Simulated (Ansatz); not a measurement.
# Molecular dynamics, with input and output: SiH4ClF (part 3 of 3)

SiH4ClF; UKS B3LYP/STO-3G (Ansatz 0.2.0). It belongs to a series of runs on one base structure; here: dynamics from the highest image of the converged band.

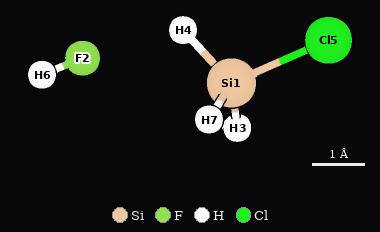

Fig. 1: The geometry at step 119 of the log (ball-and-stick view, seen at a tilt; atoms are numbered from 1 in the order of the input).

Trajectory as extended XYZ, continued
```
7
Properties=species:S:1:pos:R:3:forces:R:3 step=37 time_fs=18.5 energy=-22913.65547 temperature=701.8
Si   -0.2661   -0.3004   -0.1501   -0.8502  -0.9850  -1.1687
F     1.2157   -0.2035    1.0125    1.2967  -0.1152   0.8695
H     0.2384   -0.9359   -1.3552   -0.2253  -0.0783   0.0195
H    -0.6122   -1.4187    0.7208   -0.1664   0.3832   0.1565
Cl   -2.1362    0.6609   -0.3890   -1.4533  -0.3221  -0.2962
H     1.3586    0.7646    0.8216    0.5625  -0.0942   0.3373
H     0.2669    1.0097   -0.3157    0.8361   1.2117   0.0821
7
Properties=species:S:1:pos:R:3:forces:R:3 step=44 time_fs=22.0 energy=-22913.85397 temperature=1008.3
Si   -0.2771   -0.2894   -0.1642    0.1483   0.0453  -0.8238
F     1.2440   -0.2139    1.0307    1.3698   0.5091   0.7101
H     0.1928   -1.0246   -1.3192   -0.1840   0.0420  -0.2090
H    -0.5418   -1.3768    0.7714   -0.4484   0.4308   0.2072
Cl   -2.1484    0.6587   -0.3928   -1.5198  -0.3712  -0.2475
H     1.5267    0.7502    0.9911    0.0180  -0.7112   0.0552
H     0.2786    1.0394   -0.3869    0.6161   0.0553   0.3079
7
Properties=species:S:1:pos:R:3:forces:R:3 step=52 time_fs=26.0 energy=-22913.99154 temperature=1221.9
Si   -0.2889   -0.2763   -0.1846    1.0709   1.2515  -0.5739
F     1.2864   -0.2234    1.0570    1.1368  -0.4343   0.7622
H     0.1138   -1.1174   -1.3032   -0.1769   0.2677  -0.0706
H    -0.5234   -1.2687    0.8573   -0.4627   0.3618   0.1015
Cl   -2.1683    0.6548   -0.3982   -1.2261  -0.2667  -0.2686
H     1.7273    0.6553    1.1909   -0.0862   0.0272  -0.2602
H     0.3685    1.0725   -0.4258   -0.2557  -1.2073   0.3095
7
Properties=species:S:1:pos:R:3:forces:R:3 step=59 time_fs=29.5 energy=-22914.13419 temperature=1441.8
Si   -0.2950   -0.2601   -0.2048    0.1537   0.0446   0.1467
F     1.3315   -0.2337    1.0852    1.3344  -0.4139   0.9697
H     0.0233   -1.1683   -1.2994   -0.0822   0.2458   0.0544
H    -0.5625   -1.1280    0.9438   -0.1333   0.3130  -0.2011
Cl   -2.1902    0.6504   -0.4040   -0.8850  -0.0720  -0.3744
H     1.8880    0.5589    1.3343   -0.3654  -0.1916  -0.4454
H     0.4290    0.9770   -0.4248   -0.0222   0.0742  -0.1500
7
Properties=species:S:1:pos:R:3:forces:R:3 step=67 time_fs=33.5 energy=-22914.15254 temperature=1470.8
Si   -0.3018   -0.2416   -0.2271   -1.0559  -0.4563   0.7239
F     1.3925   -0.2492    1.1244    0.7626  -0.9472   0.7110
H    -0.0899   -1.1964   -1.2902    0.0998  -0.0747  -0.0169
H    -0.6232   -0.9275    1.0165    0.2933  -0.0601  -0.2033
Cl   -2.2188    0.6451   -0.4121   -0.5380   0.1677  -0.5449
H     2.0304    0.4353    1.4401    0.0604   0.3314  -0.2384
H     0.5053    0.8892   -0.4465    0.3778   1.0391  -0.4313
7
Properties=species:S:1:pos:R:3:forces:R:3 step=74 time_fs=37.0 energy=-22914.16025 temperature=1482.8
Si   -0.3116   -0.2266   -0.2438   -0.1545   1.2958   0.2121
F     1.4516   -0.2683    1.1638    0.7331  -0.5500   0.6012
H    -0.1782   -1.2259   -1.2814    0.1841  -0.1209   0.1311
H    -0.6431   -0.7574    1.0566    0.5043  -0.4055   0.0478
Cl   -2.2459    0.6410   -0.4211   -0.3417   0.2838  -0.6532
H     2.1513    0.3550    1.4972   -0.1316   0.0636  -0.3062
H     0.6012    0.9147   -0.5122   -0.7937  -0.5667  -0.0328
7
Properties=species:S:1:pos:R:3:forces:R:3 step=81 time_fs=40.5 energy=-22914.20407 temperature=1550.5
Si   -0.3225   -0.2069   -0.2594   -0.3868   0.9230   0.1932
F     1.5152   -0.2911    1.2068    0.5095  -0.3650   0.3432
H    -0.2454   -1.2671   -1.2564    0.2195   0.0607   0.3477
H    -0.6053   -0.6310    1.0975    0.5568  -0.3895  -0.1211
Cl   -2.2740    0.6378   -0.4322   -0.1499   0.2630  -0.6420
H     2.2607    0.2864    1.5207   -0.0442   0.0592  -0.2255
H     0.6180    0.8919   -0.5846   -0.7050  -0.5514   0.1044
7
Properties=species:S:1:pos:R:3:forces:R:3 step=89 time_fs=44.5 energy=-22914.28886 temperature=1682.0
Si   -0.3378   -0.1808   -0.2758   -1.8421  -0.8103   0.9456
F     1.5914   -0.3199    1.2584    0.3784  -0.1826   0.1157
H    -0.2911   -1.3086   -1.1833    0.2062  -0.0249   0.1456
H    -0.4866   -0.5396    1.1252    0.2898  -0.1909  -0.2881
Cl   -2.3068    0.6352   -0.4475    0.1180   0.1252  -0.4792
H     2.3842    0.2186    1.5171    0.0786   0.0569  -0.1090
H     0.5625    0.8161   -0.6619    0.7712   1.0267  -0.3306
7
Properties=species:S:1:pos:R:3:forces:R:3 step=96 time_fs=48.0 energy=-22914.38201 temperature=1825.3
Si   -0.3583   -0.1601   -0.2865   -0.7492   0.1702   0.2909
F     1.6609   -0.3464    1.3044    0.7448   0.1312   0.1147
H    -0.3057   -1.3474   -1.1000    0.1176  -0.1007  -0.1111
H    -0.3457   -0.4849    1.1183   -0.0761  -0.0244  -0.0003
Cl   -2.3350    0.6334   -0.4626    0.2975  -0.0114  -0.2887
H     2.4983    0.1653    1.4995   -0.2144  -0.1745  -0.0977
H     0.5760    0.8409   -0.7585   -0.1201   0.0096   0.0924
7
Properties=species:S:1:pos:R:3:forces:R:3 step=104 time_fs=52.0 energy=-22914.36542 temperature=1800.5
Si   -0.3853   -0.1360   -0.2974    0.3008   0.3322  -0.2970
F     1.7452   -0.3762    1.3578    0.3504  -0.1059   0.0182
H    -0.3071   -1.3981   -1.0173   -0.0415   0.3028  -0.0897
H    -0.1963   -0.4234    1.1068   -0.3724   0.2345  -0.0286
Cl   -2.3662    0.6312   -0.4810    0.3684  -0.1053  -0.1168
H     2.6134    0.0888    1.4688    0.2225   0.0757   0.0601
H     0.5723    0.8695   -0.8536   -0.8282  -0.7339   0.4537
7
Properties=species:S:1:pos:R:3:forces:R:3 step=111 time_fs=55.5 energy=-22914.39925 temperature=1852.4
Si   -0.4084   -0.1137   -0.3077   -0.5627  -0.9568   0.5129
F     1.8220   -0.4026    1.4047    0.7762   0.1144   0.0670
H    -0.3122   -1.4108   -0.9577   -0.1340   0.2969  -0.1617
H    -0.1095   -0.3430    1.0935   -0.4591   0.3281  -0.1131
Cl   -2.3921    0.6290   -0.4976    0.3375  -0.1294  -0.0252
H     2.7277    0.0241    1.4471   -0.3016  -0.1615   0.0352
H     0.4845    0.8229   -0.8915    0.3437   0.5082  -0.3152
7
Properties=species:S:1:pos:R:3:forces:R:3 step=119 time_fs=59.5 energy=-22914.45135 temperature=1932.9
Si   -0.4373   -0.0925   -0.3172   -0.3267  -0.1724   0.2529
F     1.9145   -0.4323    1.4588    0.0388  -0.1444   0.0455
H    -0.3361   -1.3922   -0.9146   -0.1202  -0.2224  -0.2714
H    -0.0725   -0.2073    1.0692   -0.2966   0.1739   0.2152
Cl   -2.4204    0.6260   -0.5167    0.1885  -0.1161   0.0356
H     2.8334   -0.0642    1.4278    0.2355   0.0964   0.0291
H     0.4237    0.8315   -0.9756    0.2807   0.3850  -0.3068
7
Properties=species:S:1:pos:R:3:forces:R:3 step=126 time_fs=63.0 energy=-22914.46097 temperature=1948.2
Si   -0.4640   -0.0748   -0.3244    0.8486   0.9732  -0.7406
F     1.9967   -0.4589    1.5063    0.3447   0.0377  -0.0141
H    -0.3720   -1.3937   -0.9064   -0.0700  -0.0445   0.0292
H    -0.0793   -0.0662    1.0679   -0.2042  -0.0306   0.0508
Cl   -2.4445    0.6229   -0.5332   -0.0141  -0.0724   0.0528
H     2.9383   -0.1368    1.4151   -0.2143  -0.0679   0.0471
H     0.4022    0.8829   -1.0820   -0.6908  -0.7954   0.5748
7
Properties=species:S:1:pos:R:3:forces:R:3 step=133 time_fs=66.5 energy=-22914.48835 temperature=1990.0
Si   -0.4877   -0.0538   -0.3342    0.3722   0.2548  -0.1983
F     2.0807   -0.4854    1.5539    0.0680  -0.0097  -0.0255
H    -0.4157   -1.3994   -0.8947    0.0151   0.2490   0.3312
H    -0.1106    0.0710    1.0701   -0.1529  -0.2446  -0.3196
Cl   -2.4687    0.6196   -0.5496   -0.2175  -0.0132   0.0385
H     3.0269   -0.2139    1.4074   -0.0193  -0.0033   0.0257
H     0.3164    0.8592   -1.1347   -0.0656  -0.2331   0.1479
7
Properties=species:S:1:pos:R:3:forces:R:3 step=141 time_fs=70.5 energy=-22914.45251 temperature=1935.2
Si   -0.5135   -0.0287   -0.3460   -0.6833  -0.2330   0.4185
F     2.1771   -0.5158    1.6080    0.0052   0.0004  -0.0416
H    -0.4626   -1.3810   -0.8387    0.1294  -0.2152   0.2349
H    -0.1645    0.1942    1.0367    0.1130  -0.2807   0.0528
Cl   -2.4972    0.6158   -0.5682   -0.4118   0.0464   0.0055
H     3.1268   -0.3029    1.4016   -0.0005  -0.0018   0.0221
H     0.2225    0.8138   -1.1890    0.8480   0.6839  -0.6922
7
Properties=species:S:1:pos:R:3:forces:R:3 step=148 time_fs=74.0 energy=-22914.46939 temperature=1961.0
Si   -0.5382   -0.0071   -0.3554    0.2802   0.8143  -0.9254
F     2.2615   -0.5424    1.6551    0.2156   0.0422  -0.1024
H    -0.4886   -1.3849   -0.7590    0.1509  -0.2746   0.1485
H    -0.2000    0.2681    1.0102    0.2530  -0.1561   0.2899
Cl   -2.5236    0.6126   -0.5845   -0.5171   0.0849  -0.0326
H     3.2141   -0.3803    1.3998   -0.2221  -0.0404   0.0806
H     0.2228    0.8342   -1.2970   -0.1605  -0.4704   0.5414
7
Properties=species:S:1:pos:R:3:forces:R:3 step=156 time_fs=78.0 energy=-22914.47994 temperature=1977.3
Si   -0.5652    0.0208   -0.3699    0.6248  -0.0239  -0.2760
F     2.3588   -0.5727    1.7084   -0.2100  -0.0145   0.0242
H    -0.4983   -1.4150   -0.6458    0.0650   0.4439   0.0955
H    -0.2087    0.3295    1.0081    0.0908  -0.0840  -0.2992
Cl   -2.5558    0.6093   -0.6032   -0.5168   0.1112  -0.0754
H     3.2970   -0.4726    1.4049    0.2005   0.0184  -0.0435
H     0.2092    0.8026   -1.3547   -0.2542  -0.4510   0.5745
7
Properties=species:S:1:pos:R:3:forces:R:3 step=163 time_fs=81.5 energy=-22914.46864 temperature=1960.1
Si   -0.5864    0.0453   -0.3837   -0.2664  -1.0404   1.2843
F     2.4432   -0.5991    1.7550    0.3056   0.0225  -0.1517
H    -0.4982   -1.3983   -0.5364   -0.0223   0.2424  -0.1522
H    -0.2028    0.3738    0.9786    0.0233   0.1193  -0.2412
Cl   -2.5858    0.6068   -0.6198   -0.3971   0.1127  -0.0975
H     3.3818   -0.5521    1.4083   -0.3135  -0.0187   0.1357
H     0.1750    0.7267   -1.3458    0.6702   0.5623  -0.7775
7
Properties=species:S:1:pos:R:3:forces:R:3 step=170 time_fs=85.0 energy=-22914.47270 temperature=1965.9
Si   -0.6082    0.0662   -0.3932    0.2577  -0.1590   0.2585
F     2.5288   -0.6255    1.8009   -0.2364   0.0073   0.0630
H    -0.5003   -1.3588   -0.4439   -0.0773  -0.4178  -0.3088
H    -0.1928    0.4331    0.9264    0.0674   0.3868   0.2870
Cl   -2.6171    0.6046   -0.6367   -0.2253   0.0946  -0.0963
H     3.4442   -0.6331    1.4222    0.2308  -0.0045  -0.0762
H     0.2000    0.6987   -1.4039   -0.0170   0.0926  -0.1272
7
Properties=species:S:1:pos:R:3:forces:R:3 step=178 time_fs=89.0 energy=-22914.44688 temperature=1926.5
Si   -0.6314    0.0890   -0.4027    1.1467   0.0253  -0.2507
F     2.6257   -0.6556    1.8534    0.2382  -0.0152  -0.1411
H    -0.5143   -1.3570   -0.3798   -0.1415   0.1132  -0.2384
H    -0.1761    0.5507    0.8949   -0.1684   0.1928  -0.1404
Cl   -2.6538    0.6026   -0.6565   -0.0125   0.0629  -0.0772
H     3.5313   -0.7265    1.4342   -0.2427   0.0173   0.1300
H     0.2197    0.6770   -1.4808   -0.8199  -0.3962   0.7178
7
Properties=species:S:1:pos:R:3:forces:R:3 step=185 time_fs=92.5 energy=-22914.47638 temperature=1971.7
Si   -0.6473    0.1089   -0.4115    0.1164  -0.5312   1.0112
F     2.7113   -0.6820    1.8988   -0.0653   0.0111   0.0030
H    -0.5430   -1.3482   -0.3534   -0.0937   0.4068  -0.0812
H    -0.1798    0.6783    0.8550   -0.2775  -0.1223  -0.4094
Cl   -2.6860    0.6010   -0.6740    0.2017   0.0267  -0.0526
H     3.5917   -0.8067    1.4545    0.0623  -0.0100  -0.0130
H     0.1524    0.6199   -1.4796    0.0560   0.2189  -0.4579
7
Properties=species:S:1:pos:R:3:forces:R:3 step=193 time_fs=96.5 energy=-22914.47701 temperature=1972.6
Si   -0.6651    0.1294   -0.4172   -0.7497   0.1478   0.1412
F     2.8089   -0.7121    1.9506    0.0531  -0.0115  -0.0595
H    -0.5870   -1.2966   -0.3324    0.0804  -0.3675   0.1782
H    -0.2174    0.8118    0.7650    0.0427  -0.0144   0.2614
Cl   -2.7219    0.5993   -0.6943    0.3943  -0.0242   0.0033
H     3.6656   -0.9000    1.4775   -0.0555   0.0119   0.0499
H     0.0804    0.5821   -1.5395    0.2348   0.2580  -0.5746
7
Properties=species:S:1:pos:R:3:forces:R:3 step=200 time_fs=100.0 energy=-22914.44492 temperature=1923.4
Si   -0.6835    0.1478   -0.4215   -0.2714   0.6338  -1.4911
F     2.8943   -0.7384    1.9957    0.1292  -0.0386  -0.1071
H    -0.6171   -1.2827   -0.2944    0.1656  -0.1656   0.2729
H    -0.2493    0.9236    0.7082    0.1317  -0.1086   0.2743
Cl   -2.7520    0.5977   -0.7120    0.4788  -0.0662   0.0604
H     3.7276   -0.9804    1.5019   -0.1319   0.0388   0.0978
H     0.0405    0.5778   -1.6518   -0.5020  -0.2936   0.8928
```

This output came from the following input.

Input file
```yaml
crystal:
  periodic: [false, false, false]
  atoms:
    - { symbol: Si, position_ang: [-0.249955, -0.335221, -0.123369] }
    - { symbol: F, position_ang: [1.168826, -0.18459, 0.983645] }
    - { symbol: H, position_ang: [0.255844, -0.754759, -1.412902] }
    - { symbol: H, position_ang: [-0.720959, -1.505783, 0.593409] }
    - { symbol: Cl, position_ang: [-2.122445, 0.666048, -0.384825] }
    - { symbol: H, position_ang: [1.164741, 0.849278, 0.511928] }
    - { symbol: H, position_ang: [0.504049, 1.265227, -0.167888] }
magnetization:
  spin_polarized: true
basis:
  gaussian: { orbitals: STO-3G }
hamiltonian:
  xc: b3lyp
md:
  timestep: 0.5
  n_steps: 200
  ensemble: nve
  temperature: 100.0
  initial_velocities: maxwell_boltzmann
  seed: 10482
```

Launch command:
```bash
ansatz run input.yaml --threads 1 --pin off --max-ram 2048MiB --backend cpu --events-out ev --progress --plain --runs-dir out
```

Results in brief

| quantity | value |
| --- | --- |
| outcome | finished |
| mean temperature over the second half | 1936 K |
| trajectory | 200 steps, 100 fs |
| ensemble | nve |
| temperature in the input | 100.0 K |
| time step | 0.5 fs |
| potential energy (last step) | −22914.4451 eV |
| mean-field energy (last step) | −22914.4451 eV |
| largest force (length of the vector) (last step) | 1.643 eV/Å |
| hardware | 1 thread of Intel Xeon (Sapphire Rapids), 64 GiB of memory available, shared host |
| wall time | 3.5 min |
| peak memory | 0.12 GiB |

Remarks

So short a trajectory is not equilibrated.
